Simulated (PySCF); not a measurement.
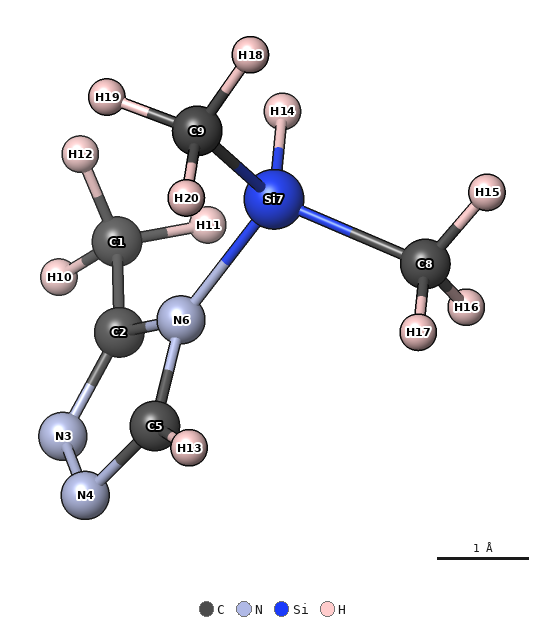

Fig. 1: The structure as given in the input (ball-and-stick view, seen at a tilt; atoms are numbered from 1 in the order of the input).

## Run report: C5H11N3Si, NMR shielding calculation

C5H11N3Si, SMILES Cc1nncn1[SiH](C)C, computed with GIAO PBE0/pcSseg-1 NMR shielding, non-relativistic, IEF-PCM methanol (PySCF 2.14.0).

The geometry comes from this level: PBE0-D3(BJ)/def2-SVP. It belongs to a series of runs on one base structure; here: solvent methanol. Figures and captions count atoms from 1; the log counts them from 0 in places.

### Output
```
coarse grid: 17064 points
cycle   1  E = -650.2387199452  dE =  1.164e+00  |g| = 5.360e-01  |ddm| = 4.070e+00
cycle   2  E = -650.2078965833  dE =  3.082e-02  |g| = 6.548e-01  |ddm| = 9.876e-01
cycle   3  E = -650.3047532180  dE = -9.686e-02  |g| = 1.482e-01  |ddm| = 5.589e-01
cycle   4  E = -650.3089941530  dE = -4.241e-03  |g| = 4.857e-02  |ddm| = 1.297e-01
cycle   5  E = -650.3095171106  dE = -5.230e-04  |g| = 7.823e-03  |ddm| = 4.232e-02
cycle   6  E = -650.3095282932  dE = -1.118e-05  |g| = 3.520e-03  |ddm| = 8.825e-03
cycle   7  E = -650.3095308892  dE = -2.596e-06  |g| = 7.737e-04  |ddm| = 2.680e-03
final grid: 160040 points
cycle   8  E = -650.3568700978  dE = -4.932e-05  |g| = 8.089e-03  |ddm| = 3.543e-02
cycle   9  E = -650.3568685819  dE =  1.516e-06  |g| = 8.580e-03  |ddm| = 1.346e-02
cycle  10  E = -650.3568864246  dE = -1.784e-05  |g| = 9.192e-04  |ddm| = 6.590e-03
cycle  11  E = -650.3568865891  dE = -1.644e-07  |g| = 4.029e-04  |ddm| = 9.329e-04
cycle  12  E = -650.3568866217  dE = -3.261e-08  |g| = 1.108e-04  |ddm| = 3.472e-04
cycle  13  E = -650.3568866244  dE = -2.704e-09  |g| = 2.620e-05  |ddm| = 1.038e-04
cycle  14  E = -650.3568866245  dE = -1.348e-10  |g| = 8.614e-06  |ddm| = 2.697e-05
```

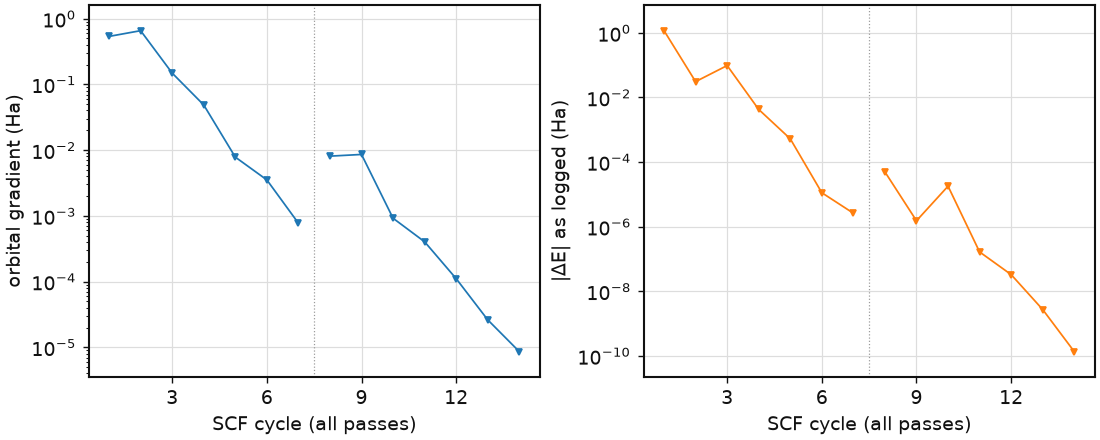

Fig. 2: Convergence of the self-consistent field: orbital gradient and size of the energy change against the SCF cycle. The dotted line marks the change from a coarse to the final integration grid. The first 7 cycles use a coarse grid, the final grid takes over at cycle 8, and the field converges after 14 cycles in all.

```
converged SCF energy = -650.3568866245

GIAO shielding tensors (ppm)
atom      isotropic    diamagn.    paramagn.     s11        s22        s33       span
  0 C      170.475     246.712     -76.237    160.095    166.040    185.288     25.193
  1 C       24.868     252.086    -227.218    -61.687     31.138    105.155    166.843
  2 N      -77.486     335.668    -413.154   -271.885   -110.339    149.766    421.651
  3 N      -81.913     334.987    -416.900   -300.682   -119.138    174.081    474.763
  4 C       32.982     251.672    -218.690    -61.480     49.258    111.167    172.647
  5 N       62.404     334.637    -272.232    -29.117     41.380    174.949    204.066
  6 Si     352.984     883.842    -530.858    317.135    354.969    386.848     69.713
  7 C      186.455     256.558     -70.103    178.032    189.954    191.379     13.347
  8 C      185.994     256.621     -70.627    177.829    188.596    191.555     13.726
  9 H       28.478      26.023       2.455     23.239     27.188     35.005     11.766
 10 H       28.738      29.073      -0.335     23.865     27.928     34.421     10.556
 11 H       28.765      29.244      -0.479     23.768     28.149     34.377     10.609
 12 H       23.054      31.336      -8.282     19.421     22.570     27.172      7.751
 13 H       26.038      32.394      -6.356     21.894     25.853     30.367      8.473
 14 H       30.788      29.315       1.473     26.410     27.418     38.538     12.128
 15 H       30.766      31.569      -0.804     26.140     28.562     37.594     11.455
 16 H       30.503      31.573      -1.070     25.932     28.776     36.801     10.869
 17 H       30.808      29.360       1.448     26.489     27.391     38.545     12.056
 18 H       30.740      31.684      -0.944     25.956     28.729     37.536     11.580
 19 H       30.586      31.596      -1.010     26.018     28.892     36.847     10.829
```

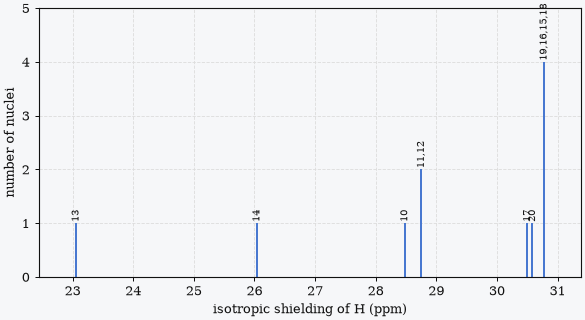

Fig. 3: Isotropic shieldings of the hydrogen nuclei in this fixed geometry, labelled by atom number; shielding grows to the right, so chemical shift grows to the left. The least shielded is H13 (23.1 ppm), the most shielded H18 (30.8 ppm).

This output came from the following input.

### Input
```
{"job": {"kind": "nmr", "xc": "PBE0", "basis": "pcSseg-1", "solvent": "methanol", "pop": false}, "charge": 0, "multiplicity": 1}
C      2.452578    -1.164543     0.008958
C      1.900300     0.209360    -0.102268
N      2.625716     1.290898    -0.229626
N      1.786406     2.358579    -0.301631
C      0.571821     1.899595    -0.217716
N      0.559069     0.531146    -0.089521
Si    -0.902350    -0.502428     0.052834
C     -1.985417    -0.171025    -1.430783
C     -1.752381    -0.103238     1.666016
H      3.546403    -1.086957    -0.012170
H      2.130361    -1.807989    -0.824364
H      2.152911    -1.656709     0.947064
H     -0.332178     2.508213    -0.244955
H     -0.386074    -1.899453     0.044094
H     -2.879230    -0.814124    -1.408565
H     -1.440047    -0.371267    -2.365295
H     -2.324376     0.876479    -1.450351
H     -2.642490    -0.736881     1.804388
H     -1.075082    -0.269764     2.517185
H     -2.077388     0.948630     1.689725
```

The first line tells a small driver script what to run in PySCF; the rest is the geometry in Å.

Launch command:
```bash
OMP_NUM_THREADS=1 python <driver script> task.json out
```

### Results in brief

- outcome: converged
- total energy: −650.356887 hartree
- HOMO: −7.45 eV
- LUMO: 0.16 eV
- dipole moment: 8.54 D
- isotropic shielding, C: 24.9 to 186.5 ppm
- isotropic shielding, N: −81.9 to 62.4 ppm
- isotropic shielding, Si: 353.0 ppm
- isotropic shielding, H: 23.1 to 30.8 ppm
- hardware: 1 CPU thread, shared host
- wall time: 38 s
- peak memory: 1.1 GiB
